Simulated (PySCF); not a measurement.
# Mo(NH)2Cl2 (Cl₂H₂MoN₂): electronic structure

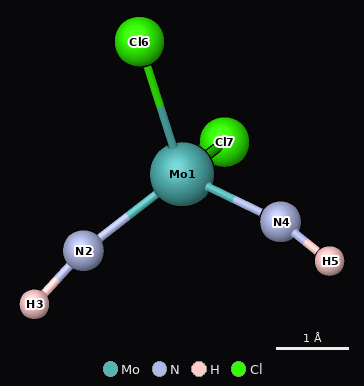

The molecule, with its atoms numbered as below. No frequency check shows the geometry to be a minimum.

Geometry (Å), atoms numbered from 1:

```
Mo1     -0.0005    0.2847    0.0000
N2       0.0000    1.2327   -1.4515
H3      -0.0006    1.9418   -2.1735
N4       0.0001    1.2327    1.4515
H5       0.0005    1.9418    2.1735
Cl6      1.7783   -0.9731   -0.0001
Cl7     -1.7773   -0.9738    0.0001
```

## 1. Bonding charge

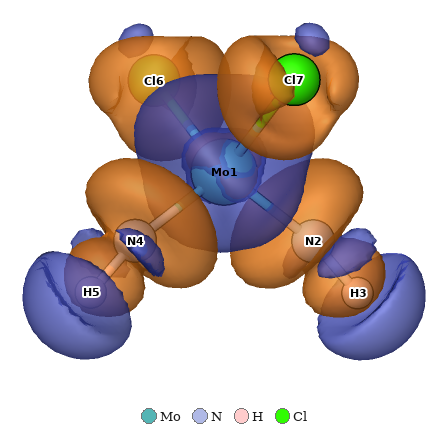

Deformation density (molecule less spherical, spin-averaged free atoms at the same positions), surfaces at ±0.04 e/Å³; orange: gain, blue: loss.

Computed with PySCF, PBE0/def2-SVPD, geometry: GFN2-xTB. Core potentials replace the inner electrons of Mo; spin–orbit coupling isn't included. This is a single-reference result, which may miss multireference character in this system.

How much density has each bond gained at its critical point, relative to the free atoms?

Answer. Mo1–N2 and Mo1–N4: +0.13 e/Å³ at the bond critical point (bond length 1.73 Å). Mo1–Cl7 and Mo1–Cl6: +0.08 e/Å³ at the bond critical point (bond length 2.18 Å). In all, 1.8 electrons gather in the regions of gain relative to the promolecule. A small or negative value marks a very polar bond, one between electron-rich atoms, whose free-atom densities already overlap strongly, a long bond to a heavier atom, or a closed-shell contact such as a hydrogen bond.

Where do the Hirshfeld charges lie?

Answer. The highest Hirshfeld charge is on Mo1 (+0.65 e), the lowest on N2 and N4 (−0.31 e).

```json
{"atom": "Mo1", "charge (e)": "+0.65"}
{"atom": "N2", "charge (e)": "−0.31"}
{"atom": "H3", "charge (e)": "+0.14"}
{"atom": "N4", "charge (e)": "−0.31"}
{"atom": "H5", "charge (e)": "+0.14"}
{"atom": "Cl6", "charge (e)": "−0.16"}
{"atom": "Cl7", "charge (e)": "−0.16"}
```

## 2. Local ionisation energy

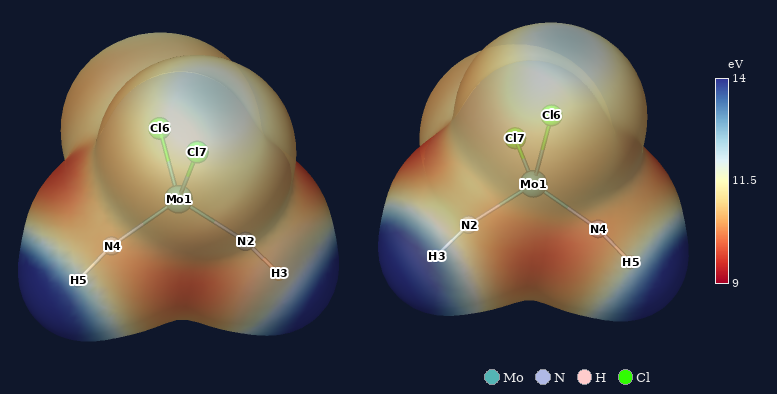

Average local ionisation energy on the surface of electron density 0.001 a.u. (back view left, front view right).

Locate the minima of the map.

Answer. The lowest value is 9.7 eV, 2.0 Å from N2, and at like points elsewhere. Further minima include 9.9 eV, off the Mo1–N2 bond (2.2 to 2.3 Å from its atoms), and at like points elsewhere; 10.6 eV, 2.1 Å from Cl6, and at like points elsewhere. For comparison, the highest occupied orbital lies at −8.0 eV.

## 3. In an electric field

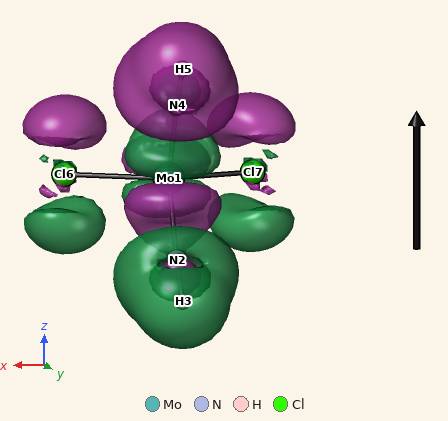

Change of the electron density in a uniform field of 0.41 V/Å along +z (arrow), surfaces at ±0.003 e/Å³ (green: gain, purple: loss).

How large is the response?

Answer. The induced dipole is 1.69 D (along the field); α along this axis, from the fields in both directions, is 83 bohr³ (12.3 Å³).

Which atoms gain and lose the most charge?

Answer. Electrons gather most on N2 (Hirshfeld charge changes by −0.030 e) and leave N4 most (+0.031 e); 0.136 electrons are displaced in all.
